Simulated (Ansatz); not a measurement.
# MP2/def2-SVP (core potential) run of SnCl2 (SMILES [Cl][Sn][Cl])

What is the vertical ionisation energy of SnCl2 at MP2/def2-SVP (core potential)? 

The results are computed with Ansatz 0.2.0.

28 further runs of the same task are left out: 28 set aside as unsound or not needed.

### 1 Starting point

SnCl2 has 3 atoms, charge 0, and is taken as a singlet. As SMILES, `[Cl][Sn][Cl]`. The shape comes from GFN2-xTB, which is rough for such elements, and wasn't checked as a minimum.

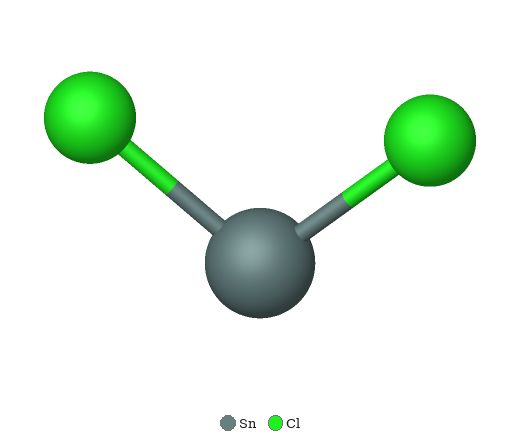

Viewed from a chosen angle; tin teal, chlorine green.

### 2 A single-point energy at MP2/def2-SVP (core potential)

The input, run.yaml:

```yaml
crystal:
  periodic: [false, false, false]
  atoms:
    - {symbol: Sn, position_ang: [0.004910, -0.007160, -1.023740]}
    - {symbol: Cl, position_ang: [1.812600, -0.019020, 0.521020]}
    - {symbol: Cl, position_ang: [-1.817510, 0.026180, 0.502720]}
basis:
  gaussian:
    orbitals: def2-SVP
correlation:
  method: mp2
  frozen_orbitals: {Cl: 5, Sn: 4}
accuracy: high
```

Run with:

```sh
$ ansatz run run.yaml --threads 1 --pin off --max-ram 2610MiB --events-out events.jsonl --progress --plain --runs-dir runs
```

The program printed:

```text
Warning: RAYON_NUM_THREADS=1 ignored (pool sized by the plan → 1); use --threads N
Functional definition: HF
  name "HF"
  exchange = exact_x
  correlation = 0
1264 factors; integrals over basis functions are off by at most 4.1e-9 eV
mean field evaluation 1: about -30806.4675 eV, gradient 1.8e1 eV
mean field evaluation 2: about -30806.5927 eV, gradient 1.9e1 eV
mean field evaluation 4: about -30807.8849 eV, gradient 1.1e0 eV
mean field evaluation 8: about -30807.9077 eV, gradient 1.3e-4 eV
mean field evaluation 16: about -30807.9077 eV, gradient 1.1e-8 eV
mean field -30807.90767424 eV, -1132.1697246785 hartree, gradient 1.2e-8 eV, S^2 0.000000; 0 other end points of the search recorded, 0 dependent functions left out
14 core orbitals not correlated: weight in the atoms' cores, before any rotation towards them, 1.000 or more for the frozen orbitals, at most 0.000 for the correlated occupied ones
reference -30807.90767424 eV, -1132.1697246785 hartree; 14, 14 occupied and 34, 34 virtual orbitals, 1264 factors
second order -9.40043818 eV of doubles, -0.00000000 eV of singles
Total energy: -30817.30811242 eV, -1132.5151844098 hartree
```

Wall time 1 s (1 thread of AMD EPYC 9R45 (Zen 5), shared host); peak memory 0.15 GiB.

### 3 The doublet cation

The input, job.yaml:

```yaml
basis:
  gaussian: {orbitals: def2-SVP}
crystal:
  periodic: [false, false, false]
  atoms:
    - symbol: Sn
      position_ang: [0.004910, -0.007160, -1.023740]
    - symbol: Cl
      position_ang: [1.812600, -0.019020, 0.521020]
    - symbol: Cl
      position_ang: [-1.817510, 0.026180, 0.502720]
total_charge: 1
magnetization: {spin_polarized: true, initial_magnetization: 1}
correlation: {method: mp2, frozen_orbitals: {Cl: 5, Sn: 4}}
accuracy: high
```

Run with:

```sh
$ ansatz run job.yaml --threads 1 --pin off --max-ram 2610MiB --events-out events.jsonl --progress --plain --runs-dir runs
```

The program printed, shortened:

```text
Warning: RAYON_NUM_THREADS=1 ignored (pool sized by the plan → 1); use --threads N
[... 2 set-up lines as earlier in the session ...]
[...]
1264 factors; integrals over basis functions are off by at most 4.1e-9 eV
[...]
mean field -30798.47671956 eV, -1131.8231434866 hartree, gradient 2.7e-8 eV, S^2 0.799924; 4 other end points of the search recorded, 0 dependent functions left out
14 core orbitals not correlated: weight in the atoms' cores, before any rotation towards them, 1.000 or more for the frozen orbitals, at most 0.000 for the correlated occupied ones
reference -30798.47671956 eV, -1131.8231434866 hartree; 14, 13 occupied and 34, 35 virtual orbitals, 1264 factors
second order -9.05350984 eV of doubles, -0.00000000 eV of singles
Total energy: -30807.53022940 eV, -1132.1558538366 hartree
```

Run time: 1.7 s. Hardware: 1 thread of AMD EPYC 9R45 (Zen 5), shared host; peak memory 0.25 GiB.

### 4 Summary of results

Level: MP2/def2-SVP (core potential), 14 core orbitals frozen.

| quantity | value |
| --- | --- |
| singlet SnCl2: total energy | -1132.51518 Eh |
| singlet SnCl2: correlation energy (14 core orbitals frozen) | -345.5 mEh |
| doublet cation: total energy | -1132.15585 Eh |
| doublet cation: correlation energy (14 core orbitals frozen) | -332.7 mEh |
| doublet cation: ⟨S²⟩ of the reference determinant | 0.800 |
| vertical ionisation energy (to the doublet cation) | 9.778 eV |

What this shows: The vertical ionisation energy comes to 9.78 eV (943 kJ/mol).
